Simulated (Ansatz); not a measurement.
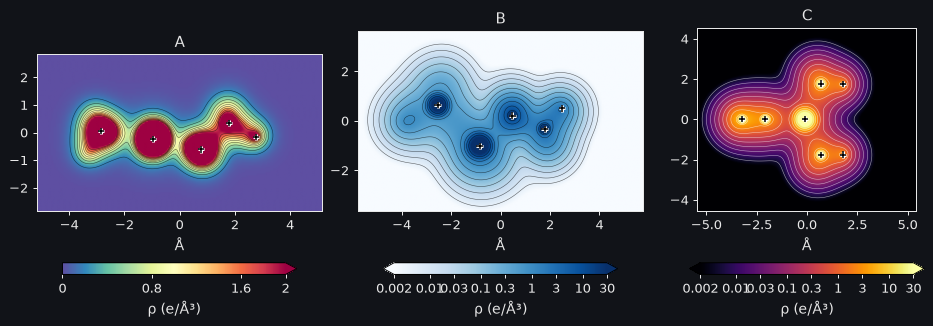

The total electron density of 3 systems, each on a plane through atoms (crosses mark nuclei in the plane).

Level of theory: Ansatz, RKS PBE0-D4/def2-TZVPP.

System 1: C₃H₆GaN, the plane of atoms C1, Ga2 and C3. Geometry: PBE0-D4/def2-TZVP.

```xyz
11

C    -1.8104    0.3099    0.3739
Ga    0.0589    0.1049   -0.1496
C     1.4911   -1.0066    0.5743
C     0.5968    1.2198   -1.6830
N     0.9123    1.8728   -2.5807
H    -2.0768   -0.3170    1.2249
H    -2.0090    1.3546    0.6265
H    -2.4579    0.0570   -0.4696
H     2.3247   -0.3734    0.8888
H     1.1642   -1.6087    1.4220
H     1.8714   -1.6701   -0.2066
```

System 2: CH₇AsOSi (SMILES CO[AsH][SiH3]), the plane of atoms O2, As3 and Si4. Geometry: PBE0-D4/def2-TZVP.

```yaml
atoms:
  - { symbol: C, position_ang: [0.1936, 2.1899, -0.1280] }
  - { symbol: O, position_ang: [-0.2830, 0.8735, 0.0295] }
  - { symbol: As, position_ang: [0.9925, -0.3622, 0.3719] }
  - { symbol: Si, position_ang: [-0.5602, -2.1549, 0.3315] }
  - { symbol: H, position_ang: [-0.6763, 2.8492, -0.1670] }
  - { symbol: H, position_ang: [0.7606, 2.3082, -1.0607] }
  - { symbol: H, position_ang: [0.8320, 2.5035, 0.7080] }
  - { symbol: H, position_ang: [1.4011, -0.6469, -1.0842] }
  - { symbol: H, position_ang: [-1.3638, -2.1253, 1.5797] }
  - { symbol: H, position_ang: [-1.4569, -2.0744, -0.8484] }
  - { symbol: H, position_ang: [0.2258, -3.4177, 0.2883] }
```

System 3: CH₆CuNO (SMILES C[O][Cu-][NH3+]), the plane of atoms O2, C1 and H7. Geometry: PBE0-D4/def2-TZVP.

```yaml
atoms:
  - { symbol: C, position_ang: [-0.3733, 1.7591, -1.3583] }
  - { symbol: O, position_ang: [0.6656, 1.0645, -0.7645] }
  - { symbol: Cu, position_ang: [0.4381, -0.3516, 0.2960] }
  - { symbol: N, position_ang: [0.3384, -1.8834, 1.4516] }
  - { symbol: H, position_ang: [-0.9823, 1.1471, -2.0479] }
  - { symbol: H, position_ang: [-1.0778, 2.2111, -0.6370] }
  - { symbol: H, position_ang: [0.0308, 2.5908, -1.9582] }
  - { symbol: H, position_ang: [0.0948, -1.6196, 2.4012] }
  - { symbol: H, position_ang: [-0.3611, -2.5440, 1.1278] }
  - { symbol: H, position_ang: [1.2268, -2.3741, 1.4894] }
```

Question: Which map belongs to which system?

Answer: Panel A is system 3, CH₆CuNO: the plane holds C, O, Cu, N and H. C–O (1.38 Å): the density is about 2.2 e/Å³ at the midpoint, with its minimum of 1.9 e/Å³ about 0.5 Å from C. Panel B is system 2, CH₇AsOSi: the plane holds C, O, As, Si and H. C–O (1.41 Å): the density is about 2 e/Å³ at the midpoint, with its minimum of 1.8 e/Å³ about 0.5 Å from C. Panel C is system 1, C₃H₆GaN: the plane holds C, Ga, N and H. C–N (1.15 Å): the density is about 3.7 e/Å³ at the midpoint.
